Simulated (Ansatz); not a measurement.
**SiH2 (triplet): PBE, BLYP, revPBE, r2SCAN, PBE0, B3LYP, wB97M-V, B2PLYP, RPA-PBE over a scan of the distance H1–H2 along a hydrogen transfer, cc-pVDZ, part 1 of 2**

Aim: run SiH2 (triplet) with these functionals over a scan of the distance H1–H2 along a hydrogen transfer, and hold them against the top wave-function level at the same points.

The runs use Ansatz 0.2.0, Gaussian basis; cc-pVDZ, all electrons in the functionals, frozen cores in the correlation of double hybrids and RPA.

Plan: PBE, BLYP, revPBE, r2SCAN, PBE0, B3LYP, wB97M-V, B2PLYP, RPA-PBE, at 0.693 Å; 0.745 Å; 0.791 Å; 0.837 Å; 0.883 Å; 0.929 Å; 0.975 Å; 1.021 Å; 1.067 Å (not every functional at every point).

14 further runs of the same task are left out: 2 that didn't finish, 12 set aside as unsound or not needed.

## (1) What is computed

The geometry derives from fragments relaxed apart (PBE0/def2-TZVP) and kept rigid, so it is no stationary point. A hydrogen atom is moved between rigid fragments.

3 atoms, charge 0, spin multiplicity 3.

Atoms are counted from 1 here; the program's logs count them from 0.

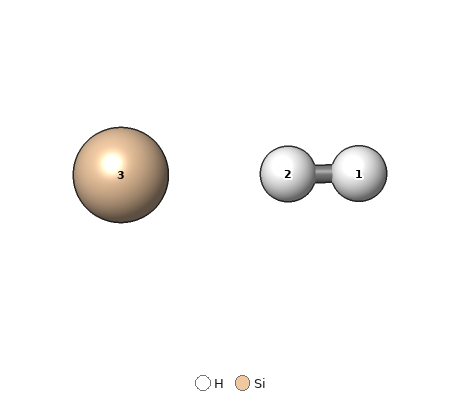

The structure; hydrogen white, silicon light orange; atoms are numbered from 1 in the order of the file.

No dispersion term is added; wB97M-V holds VV10 nonlocal correlation. B3LYP takes the VWN-RPA correlation.

The geometry shown and the zero of energy belong to the point 0.745 Å. The yardstick, FCI, and other wave-function levels (R restricted, U unrestricted, valence and pair active spaces) come from earlier runs.

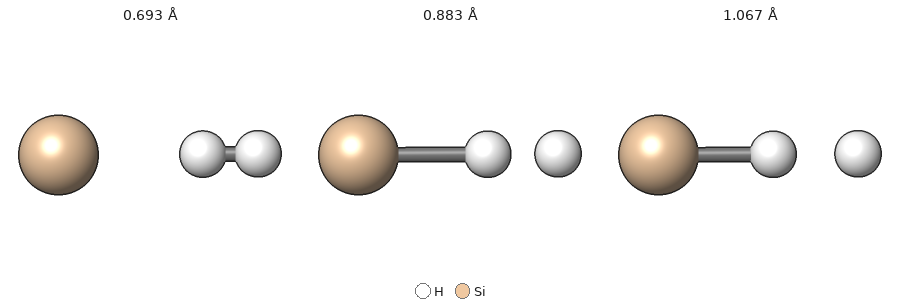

Three points of the scan; sticks are drawn by distance.

## (2) PBE, 0.745 Å

Contents of in.yaml:

```yaml
crystal:
  periodic: [false, false, false]
  atoms:
    - {symbol: H, position_ang: [0.000000, 0.000000, -1.084000]}
    - {symbol: H, position_ang: [0.000000, 0.000000, -0.339000]}
    - {symbol: Si, position_ang: [0.000000, 0.000000, 1.423000]}
basis:
  gaussian: {orbitals: cc-pVDZ}
magnetization: {spin_polarized: true, initial_magnetization: 2}
hamiltonian: {xc: {name: PBE}}
output: {orbitals: {seedname: orbitals}}
```

Run with:

```sh
> ansatz run in.yaml --threads 1 --pin off --events-out ev --progress --plain --max-ram 2393MiB
```

What it wrote:

```text
Functional definition: PBE
  name "PBE"
  cite "Perdew, Burke & Ernzerhof, Phys. Rev. Lett. 77, 3865 (1996) doi:10.1103/PhysRevLett.77.3865"
  parent pbe
  parameter kappa = 0.804
  parameter beta = 0.06672455060314922
  exchange = pbe_x(kappa = kappa, mu = beta*pi^2/3)
  correlation = pbe_c(beta = beta)
271 factors; integrals over basis functions are off by at most 1.1e-3 eV
mean field evaluation 1: about -7900.1178 eV, gradient 8.4e0 eV
mean field evaluation 2: about -7900.2036 eV, gradient 1.1e1 eV
mean field evaluation 4: about -7901.5093 eV, gradient 1.4e0 eV
mean field evaluation 8: about -7901.5360 eV, gradient 1.3e-2 eV
mean field evaluation 16: about -7901.5360 eV, gradient 4.0e-5 eV
mean field evaluation 32: about -7900.8125 eV, gradient 8.3e-6 eV
mean field -7901.53596711 eV, -290.3760909378 hartree, gradient 1.3e-5 eV, S^2 2.005033; 4 other end points of the search recorded, 0 dependent functions left out
reference -7901.53599261 eV, -290.3760918751 hartree; 9, 7 occupied and 19, 21 virtual orbitals, 271 factors
Total energy: -7901.53599261 eV, -290.3760918751 hartree
```

Run time: 1 s. Hardware: 1 thread of Arm Neoverse V1, shared host.

From the report: ⟨S²⟩ of the determinant 2.005 (pure triplet: 2.00).

## (3) PBE, 0.883 Å

Contents of in.yaml:

```yaml
crystal:
  periodic: [false, false, false]
  atoms:
    - {symbol: H, position_ang: [0.000000, 0.000000, -1.130000]}
    - {symbol: H, position_ang: [0.000000, 0.000000, -0.247000]}
    - {symbol: Si, position_ang: [0.000000, 0.000000, 1.377000]}
basis:
  gaussian: {orbitals: cc-pVDZ}
magnetization: {spin_polarized: true, initial_magnetization: 2}
hamiltonian: {xc: {name: PBE}}
output: {orbitals: {seedname: orbitals}}
```

Same command.

What it wrote:

```text
Functional definition: PBE
  name "PBE"
  cite "Perdew, Burke & Ernzerhof, Phys. Rev. Lett. 77, 3865 (1996) doi:10.1103/PhysRevLett.77.3865"
  parent pbe
  parameter kappa = 0.804
  parameter beta = 0.06672455060314922
  exchange = pbe_x(kappa = kappa, mu = beta*pi^2/3)
  correlation = pbe_c(beta = beta)
271 factors; integrals over basis functions are off by at most 1.1e-3 eV
mean field evaluation 1: about -7899.9695 eV, gradient 8.5e0 eV
mean field evaluation 2: about -7898.9767 eV, gradient 1.4e1 eV
mean field evaluation 4: about -7901.2488 eV, gradient 1.9e0 eV
mean field evaluation 8: about -7901.2976 eV, gradient 3.6e-2 eV
mean field evaluation 16: about -7899.9695 eV, gradient 8.5e0 eV
mean field evaluation 32: about -7901.0502 eV, gradient 1.2e0 eV
mean field -7901.29764155 eV, -290.3673326349 hartree, gradient 8.1e-6 eV, S^2 2.006521; 4 other end points of the search recorded, 0 dependent functions left out
reference -7901.29766664 eV, -290.3673335573 hartree; 9, 7 occupied and 19, 21 virtual orbitals, 271 factors
Total energy: -7901.29766664 eV, -290.3673335573 hartree
```

Run time: 1 s. Hardware: 1 thread of Arm Neoverse V1, shared host.

From the report: ⟨S²⟩ of the determinant 2.007 (pure triplet: 2.00).

From 0.745 Å: +23.0 kJ/mol.

## (4) BLYP, 0.745 Å

Contents of in.yaml:

```yaml
crystal:
  periodic: [false, false, false]
  atoms:
    - {symbol: H, position_ang: [0.000000, 0.000000, -1.084000]}
    - {symbol: H, position_ang: [0.000000, 0.000000, -0.339000]}
    - {symbol: Si, position_ang: [0.000000, 0.000000, 1.423000]}
basis:
  gaussian: {orbitals: cc-pVDZ}
magnetization: {spin_polarized: true, initial_magnetization: 2}
hamiltonian: {xc: {name: BLYP}}
```

The command is unchanged.

What it wrote:

```text
Functional definition: BLYP
  name "BLYP"
  cite "Becke, Phys. Rev. A 38, 3098 (1988) doi:10.1103/PhysRevA.38.3098"
  cite "Lee, Yang & Parr, Phys. Rev. B 37, 785 (1988) doi:10.1103/PhysRevB.37.785"
  parameter beta = 0.0042
  parameter a = 0.04918
  parameter b = 0.132
  parameter c = 0.2533
  parameter d = 0.349
  exchange = b88_x(beta = beta)
  correlation = lyp_c(a = a, b = b, c = c, d = d)
271 factors; integrals over basis functions are off by at most 1.1e-3 eV
mean field evaluation 1: about -7904.1569 eV, gradient 9.0e0 eV
mean field evaluation 2: about -7904.2556 eV, gradient 1.1e1 eV
mean field evaluation 4: about -7905.5913 eV, gradient 1.4e0 eV
mean field evaluation 8: about -7905.6143 eV, gradient 1.3e-2 eV
mean field evaluation 16: about -7905.6143 eV, gradient 1.8e-5 eV
mean field evaluation 32: about -7904.9395 eV, gradient 6.0e-6 eV
mean field -7905.61434265 eV, -290.5259684744 hartree, gradient 1.8e-5 eV, S^2 2.003512; 4 other end points of the search recorded, 0 dependent functions left out
reference -7905.61456161 eV, -290.5259765211 hartree; 9, 7 occupied and 19, 21 virtual orbitals, 271 factors
Total energy: -7905.61456161 eV, -290.5259765211 hartree
```

Wall time 1 s (1 thread of Arm Neoverse V1, shared host).

From the report: ⟨S²⟩ of the determinant 2.004 (pure triplet: 2.00).

## (5) BLYP, 0.883 Å

Contents of in.yaml:

```yaml
crystal:
  periodic: [false, false, false]
  atoms:
    - {symbol: H, position_ang: [0.000000, 0.000000, -1.130000]}
    - {symbol: H, position_ang: [0.000000, 0.000000, -0.247000]}
    - {symbol: Si, position_ang: [0.000000, 0.000000, 1.377000]}
basis:
  gaussian: {orbitals: cc-pVDZ}
magnetization: {spin_polarized: true, initial_magnetization: 2}
hamiltonian: {xc: {name: BLYP}}
```

Launched as before.

What it wrote:

```text
Functional definition: BLYP
  name "BLYP"
  cite "Becke, Phys. Rev. A 38, 3098 (1988) doi:10.1103/PhysRevA.38.3098"
  cite "Lee, Yang & Parr, Phys. Rev. B 37, 785 (1988) doi:10.1103/PhysRevB.37.785"
  parameter beta = 0.0042
  parameter a = 0.04918
  parameter b = 0.132
  parameter c = 0.2533
  parameter d = 0.349
  exchange = b88_x(beta = beta)
  correlation = lyp_c(a = a, b = b, c = c, d = d)
271 factors; integrals over basis functions are off by at most 1.1e-3 eV
mean field evaluation 1: about -7903.9930 eV, gradient 9.1e0 eV
mean field evaluation 2: about -7902.8925 eV, gradient 1.4e1 eV
mean field evaluation 4: about -7905.2948 eV, gradient 1.9e0 eV
mean field evaluation 8: about -7905.3402 eV, gradient 8.0e-2 eV
mean field evaluation 16: about -7905.3403 eV, gradient 8.0e-5 eV
mean field evaluation 32: about -7904.8205 eV, gradient 8.4e-3 eV
mean field -7905.34031521 eV, -290.5158981520 hartree, gradient 5.1e-6 eV, S^2 2.004532; 4 other end points of the search recorded, 0 dependent functions left out
reference -7905.34053348 eV, -290.5159061730 hartree; 9, 7 occupied and 19, 21 virtual orbitals, 271 factors
Total energy: -7905.34053348 eV, -290.5159061730 hartree
```

Run time: 1.1 s. Hardware: 1 thread of Arm Neoverse V1, shared host.

From the report: ⟨S²⟩ of the determinant 2.005 (pure triplet: 2.00).

From 0.745 Å: +26.4 kJ/mol.

## (6) revPBE, 0.745 Å

Contents of in.yaml:

```yaml
crystal:
  periodic: [false, false, false]
  atoms:
    - {symbol: H, position_ang: [0.000000, 0.000000, -1.084000]}
    - {symbol: H, position_ang: [0.000000, 0.000000, -0.339000]}
    - {symbol: Si, position_ang: [0.000000, 0.000000, 1.423000]}
basis:
  gaussian: {orbitals: cc-pVDZ}
magnetization: {spin_polarized: true, initial_magnetization: 2}
hamiltonian: {xc: {name: revPBE}}
```

Launched as before.

What it wrote:

```text
Functional definition: revPBE
  name "revPBE"
  cite "Zhang & Yang, Phys. Rev. Lett. 80, 890 (1998) doi:10.1103/PhysRevLett.80.890"
  cite "Perdew, Burke & Ernzerhof, Phys. Rev. Lett. 77, 3865 (1996) doi:10.1103/PhysRevLett.77.3865"
  parameter kappa = 1.245
  parameter beta = 0.06672455060314922
  exchange = pbe_x(kappa = kappa, mu = beta*pi^2/3)
  correlation = pbe_c(beta = beta)
271 factors; integrals over basis functions are off by at most 1.1e-3 eV
mean field evaluation 1: about -7902.8338 eV, gradient 8.4e0 eV
mean field evaluation 2: about -7902.8698 eV, gradient 1.1e1 eV
mean field evaluation 4: about -7904.2229 eV, gradient 1.4e0 eV
mean field evaluation 8: about -7904.2503 eV, gradient 1.5e-2 eV
mean field evaluation 16: about -7904.2503 eV, gradient 4.3e-5 eV
mean field evaluation 32: about -7903.5317 eV, gradient 8.2e-6 eV
mean field -7904.25028498 eV, -290.4758402798 hartree, gradient 1.5e-5 eV, S^2 2.005741; 4 other end points of the search recorded, 0 dependent functions left out
reference -7904.25031672 eV, -290.4758414461 hartree; 9, 7 occupied and 19, 21 virtual orbitals, 271 factors
Total energy: -7904.25031672 eV, -290.4758414461 hartree
```

Wall time 1.1 s (1 thread of Arm Neoverse V1, shared host).

From the report: ⟨S²⟩ of the determinant 2.006 (pure triplet: 2.00).

## (7) revPBE, 0.883 Å

Contents of in.yaml:

```yaml
crystal:
  periodic: [false, false, false]
  atoms:
    - {symbol: H, position_ang: [0.000000, 0.000000, -1.130000]}
    - {symbol: H, position_ang: [0.000000, 0.000000, -0.247000]}
    - {symbol: Si, position_ang: [0.000000, 0.000000, 1.377000]}
basis:
  gaussian: {orbitals: cc-pVDZ}
magnetization: {spin_polarized: true, initial_magnetization: 2}
hamiltonian: {xc: {name: revPBE}}
```

The command is unchanged.

What it wrote:

```text
Functional definition: revPBE
  name "revPBE"
  cite "Zhang & Yang, Phys. Rev. Lett. 80, 890 (1998) doi:10.1103/PhysRevLett.80.890"
  cite "Perdew, Burke & Ernzerhof, Phys. Rev. Lett. 77, 3865 (1996) doi:10.1103/PhysRevLett.77.3865"
  parameter kappa = 1.245
  parameter beta = 0.06672455060314922
  exchange = pbe_x(kappa = kappa, mu = beta*pi^2/3)
  correlation = pbe_c(beta = beta)
271 factors; integrals over basis functions are off by at most 1.1e-3 eV
mean field evaluation 1: about -7902.6595 eV, gradient 8.6e0 eV
mean field evaluation 2: about -7901.5459 eV, gradient 1.4e1 eV
mean field evaluation 4: about -7903.9435 eV, gradient 1.9e0 eV
mean field evaluation 8: about -7903.9929 eV, gradient 2.8e-2 eV
mean field evaluation 16: about -7902.6595 eV, gradient 8.6e0 eV
mean field evaluation 32: about -7903.7495 eV, gradient 1.2e0 eV
mean field -7903.99288352 eV, -290.4663809505 hartree, gradient 8.9e-6 eV, S^2 2.007076; 4 other end points of the search recorded, 0 dependent functions left out
reference -7903.99291474 eV, -290.4663820978 hartree; 9, 7 occupied and 19, 21 virtual orbitals, 271 factors
Total energy: -7903.99291474 eV, -290.4663820978 hartree
```

Wall time 0.99 s (1 thread of Arm Neoverse V1, shared host).

From the report: ⟨S²⟩ of the determinant 2.007 (pure triplet: 2.00).

From 0.745 Å: +24.8 kJ/mol.

## (8) r2SCAN, 0.745 Å

Contents of in.yaml:

```yaml
crystal:
  periodic: [false, false, false]
  atoms:
    - {symbol: H, position_ang: [0.000000, 0.000000, -1.084000]}
    - {symbol: H, position_ang: [0.000000, 0.000000, -0.339000]}
    - {symbol: Si, position_ang: [0.000000, 0.000000, 1.423000]}
basis:
  gaussian: {orbitals: cc-pVDZ}
magnetization: {spin_polarized: true, initial_magnetization: 2}
hamiltonian: {xc: {name: r2SCAN}}
```

The command is unchanged.

What it wrote, cut to the lines that bear on the results:

```text
Functional definition: r2SCAN
  name "r2SCAN"
  cite "Furness, Kaplan, Ning, Perdew & Sun, J. Phys. Chem. Lett. 11, 8208 (2020) doi:10.1021/acs.jpclett.0c02405"
  cite "Furness, Kaplan, Ning, Perdew & Sun, J. Phys. Chem. Lett. 11, 9248 (2020) doi:10.1021/acs.jpclett.0c03077"
  parent r2scan
[...]
271 factors; integrals over basis functions are off by at most 1.1e-3 eV
[...]
mean field -7904.89968989 eV, -290.4997054699 hartree, gradient 2.0e-5 eV, S^2 2.011006; 4 other end points of the search recorded, 0 dependent functions left out
reference -7904.89969856 eV, -290.4997057885 hartree; 9, 7 occupied and 19, 21 virtual orbitals, 271 factors
Total energy: -7904.89969856 eV, -290.4997057885 hartree
```

Run time: 2.2 s. Hardware: 1 thread of Arm Neoverse V1, shared host.

From the report: ⟨S²⟩ of the determinant 2.011 (pure triplet: 2.00).

## (9) r2SCAN, 0.883 Å

Contents of in.yaml:

```yaml
crystal:
  periodic: [false, false, false]
  atoms:
    - {symbol: H, position_ang: [0.000000, 0.000000, -1.130000]}
    - {symbol: H, position_ang: [0.000000, 0.000000, -0.247000]}
    - {symbol: Si, position_ang: [0.000000, 0.000000, 1.377000]}
basis:
  gaussian: {orbitals: cc-pVDZ}
magnetization: {spin_polarized: true, initial_magnetization: 2}
hamiltonian: {xc: {name: r2SCAN}}
```

The command is unchanged.

What it wrote, cut to the lines that bear on the results:

```text
Functional definition: r2SCAN
  name "r2SCAN"
  cite "Furness, Kaplan, Ning, Perdew & Sun, J. Phys. Chem. Lett. 11, 8208 (2020) doi:10.1021/acs.jpclett.0c02405"
  cite "Furness, Kaplan, Ning, Perdew & Sun, J. Phys. Chem. Lett. 11, 9248 (2020) doi:10.1021/acs.jpclett.0c03077"
  parent r2scan
[...]
271 factors; integrals over basis functions are off by at most 1.1e-3 eV
[...]
mean field -7904.62471216 eV, -290.4896002247 hartree, gradient 4.0e-6 eV, S^2 2.012195; 4 other end points of the search recorded, 0 dependent functions left out
reference -7904.62472090 eV, -290.4896005462 hartree; 9, 7 occupied and 19, 21 virtual orbitals, 271 factors
Total energy: -7904.62472090 eV, -290.4896005462 hartree
```

It took 2.5 s on 1 thread of Arm Neoverse V1, shared host.

From the report: ⟨S²⟩ of the determinant 2.012 (pure triplet: 2.00).

From 0.745 Å: +26.5 kJ/mol.

## (10) PBE0, 0.745 Å

Contents of in.yaml:

```yaml
crystal:
  periodic: [false, false, false]
  atoms:
    - {symbol: H, position_ang: [0.000000, 0.000000, -1.084000]}
    - {symbol: H, position_ang: [0.000000, 0.000000, -0.339000]}
    - {symbol: Si, position_ang: [0.000000, 0.000000, 1.423000]}
basis:
  gaussian: {orbitals: cc-pVDZ}
magnetization: {spin_polarized: true, initial_magnetization: 2}
hamiltonian: {xc: {name: PBE0}}
output: {orbitals: {seedname: orbitals}}
```

The command is unchanged.

What it wrote:

```text
Functional definition: PBE0
  name "PBE0"
  cite "Adamo & Barone, J. Chem. Phys. 110, 6158 (1999) doi:10.1063/1.478522"
  cite "Perdew, Burke & Ernzerhof, Phys. Rev. Lett. 77, 3865 (1996) doi:10.1103/PhysRevLett.77.3865"
  parent pbe
  parameter a = 0.25
  parameter kappa = 0.804
  parameter beta = 0.06672455060314922
  exchange = (1 - a)*pbe_x(kappa = kappa, mu = beta*pi^2/3) + a*exact_x
  correlation = pbe_c(beta = beta)
271 factors; integrals over basis functions are off by at most 1.1e-3 eV
mean field evaluation 1: about -7902.2074 eV, gradient 3.3e0 eV
mean field evaluation 2: about -7902.3013 eV, gradient 1.4e0 eV
mean field evaluation 4: about -7902.3233 eV, gradient 9.1e-2 eV
mean field evaluation 8: about -7902.3236 eV, gradient 4.3e-3 eV
mean field evaluation 16: about -7901.8930 eV, gradient 2.8e0 eV
mean field -7902.32361313 eV, -290.4050363950 hartree, gradient 3.1e-5 eV, S^2 2.006880; 1 other end points of the search recorded, 0 dependent functions left out
reference -7902.32363250 eV, -290.4050371071 hartree; 9, 7 occupied and 19, 21 virtual orbitals, 271 factors
Total energy: -7902.32363250 eV, -290.4050371071 hartree
```

Run time: 0.52 s. Hardware: 1 thread of Arm Neoverse V1, shared host.

From the report: ⟨S²⟩ of the determinant 2.007 (pure triplet: 2.00).

The fields below are evaluated on a grid from the run's orbitals.

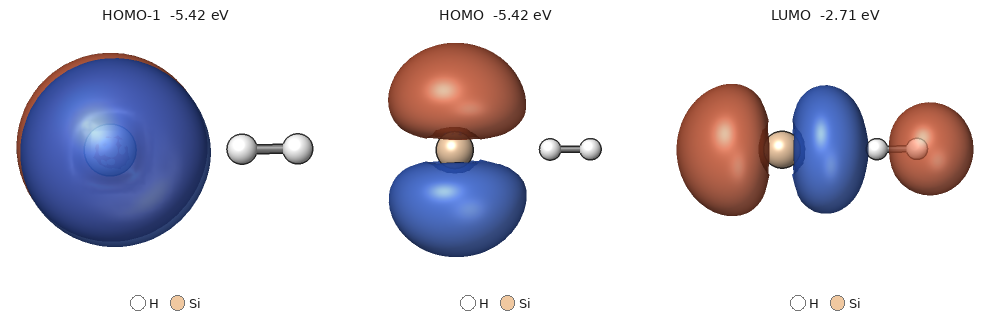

Frontier orbitals at PBE0/cc-pVDZ (alpha spin); each surface holds 70 % of the orbital's density, blue and red mark the sign.

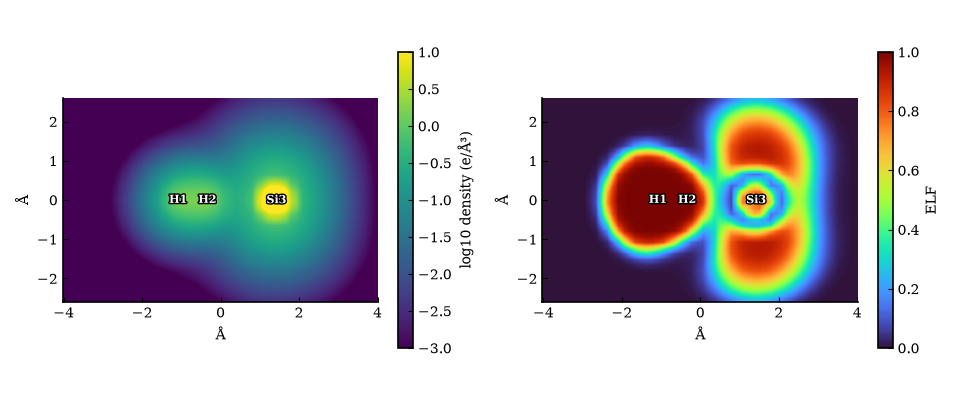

Density (left) and ELF (right) in a plane through or near 3 of the atoms.

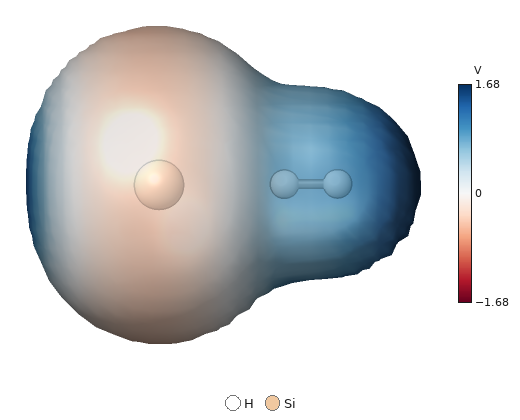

The potential that a unit positive charge feels on the 0.002 e/bohr³ surface, from the 1st to the 99th percentile, from -0.45 V near Si3 to 1.68 V near H1.

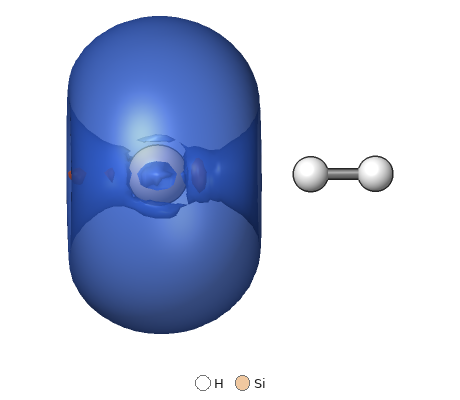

Spin density at ±0.03 e/Å³ (alpha excess blue, beta excess red).

## (11) PBE0, 0.883 Å

Contents of in.yaml:

```yaml
crystal:
  periodic: [false, false, false]
  atoms:
    - {symbol: H, position_ang: [0.000000, 0.000000, -1.130000]}
    - {symbol: H, position_ang: [0.000000, 0.000000, -0.247000]}
    - {symbol: Si, position_ang: [0.000000, 0.000000, 1.377000]}
basis:
  gaussian: {orbitals: cc-pVDZ}
magnetization: {spin_polarized: true, initial_magnetization: 2}
hamiltonian: {xc: {name: PBE0}}
output: {orbitals: {seedname: orbitals}}
```

Same command.

What it wrote, cut to the lines that bear on the results:

```text
Functional definition: PBE0
  name "PBE0"
  cite "Adamo & Barone, J. Chem. Phys. 110, 6158 (1999) doi:10.1063/1.478522"
  cite "Perdew, Burke & Ernzerhof, Phys. Rev. Lett. 77, 3865 (1996) doi:10.1103/PhysRevLett.77.3865"
  parent pbe
[...]
271 factors; integrals over basis functions are off by at most 1.1e-3 eV
[...]
mean field -7902.02164862 eV, -290.3939394040 hartree, gradient 1.0e-5 eV, S^2 2.008602; 3 other end points of the search recorded, 0 dependent functions left out
reference -7902.02166757 eV, -290.3939401006 hartree; 9, 7 occupied and 19, 21 virtual orbitals, 271 factors
Total energy: -7902.02166757 eV, -290.3939401006 hartree
```

Run time: 1.1 s. Hardware: 1 thread of Arm Neoverse V1, shared host.

From the report: ⟨S²⟩ of the determinant 2.009 (pure triplet: 2.00).

From 0.745 Å: +29.1 kJ/mol.

## (12) B3LYP, 0.745 Å

Contents of in.yaml:

```yaml
crystal:
  periodic: [false, false, false]
  atoms:
    - {symbol: H, position_ang: [0.000000, 0.000000, -1.084000]}
    - {symbol: H, position_ang: [0.000000, 0.000000, -0.339000]}
    - {symbol: Si, position_ang: [0.000000, 0.000000, 1.423000]}
basis:
  gaussian: {orbitals: cc-pVDZ}
magnetization: {spin_polarized: true, initial_magnetization: 2}
hamiltonian: {xc: {name: B3LYP}}
```

Same command.

What it wrote, cut to the lines that bear on the results:

```text
Functional definition: B3LYP
  name "B3LYP"
  cite "Stephens, Devlin, Chabalowski & Frisch, J. Phys. Chem. 98, 11623 (1994) doi:10.1021/j100096a001"
  cite "Becke, Phys. Rev. A 38, 3098 (1988) doi:10.1103/PhysRevA.38.3098"
  cite "Lee, Yang & Parr, Phys. Rev. B 37, 785 (1988) doi:10.1103/PhysRevB.37.785"
  cite "Vosko, Wilk & Nusair, Can. J. Phys. 58, 1200 (1980) doi:10.1139/p80-159"
[...]
271 factors; integrals over basis functions are off by at most 1.1e-3 eV
[...]
mean field -7906.34811343 eV, -290.5529340532 hartree, gradient 2.1e-5 eV, S^2 2.004588; 1 other end points of the search recorded, 0 dependent functions left out
reference -7906.34827692 eV, -290.5529400614 hartree; 9, 7 occupied and 19, 21 virtual orbitals, 271 factors
Total energy: -7906.34827692 eV, -290.5529400614 hartree
```

Run time: 0.52 s. Hardware: 1 thread of Arm Neoverse V1, shared host.

From the report: ⟨S²⟩ of the determinant 2.005 (pure triplet: 2.00).

## (13) B3LYP, 0.883 Å

Contents of in.yaml:

```yaml
crystal:
  periodic: [false, false, false]
  atoms:
    - {symbol: H, position_ang: [0.000000, 0.000000, -1.130000]}
    - {symbol: H, position_ang: [0.000000, 0.000000, -0.247000]}
    - {symbol: Si, position_ang: [0.000000, 0.000000, 1.377000]}
basis:
  gaussian: {orbitals: cc-pVDZ}
magnetization: {spin_polarized: true, initial_magnetization: 2}
hamiltonian: {xc: {name: B3LYP}}
```

Same command.

What it wrote, cut to the lines that bear on the results:

```text
Functional definition: B3LYP
  name "B3LYP"
  cite "Stephens, Devlin, Chabalowski & Frisch, J. Phys. Chem. 98, 11623 (1994) doi:10.1021/j100096a001"
  cite "Becke, Phys. Rev. A 38, 3098 (1988) doi:10.1103/PhysRevA.38.3098"
  cite "Lee, Yang & Parr, Phys. Rev. B 37, 785 (1988) doi:10.1103/PhysRevB.37.785"
  cite "Vosko, Wilk & Nusair, Can. J. Phys. 58, 1200 (1980) doi:10.1139/p80-159"
[...]
271 factors; integrals over basis functions are off by at most 1.1e-3 eV
[...]
mean field -7906.02716354 eV, -290.5411393622 hartree, gradient 9.3e-6 eV, S^2 2.005866; 3 other end points of the search recorded, 0 dependent functions left out
reference -7906.02732550 eV, -290.5411453142 hartree; 9, 7 occupied and 19, 21 virtual orbitals, 271 factors
Total energy: -7906.02732550 eV, -290.5411453142 hartree
```

Run time: 1.2 s. Hardware: 1 thread of Arm Neoverse V1, shared host.

From the report: ⟨S²⟩ of the determinant 2.006 (pure triplet: 2.00).

From 0.745 Å: +31.0 kJ/mol.

(Continued in part 2 of 2.)
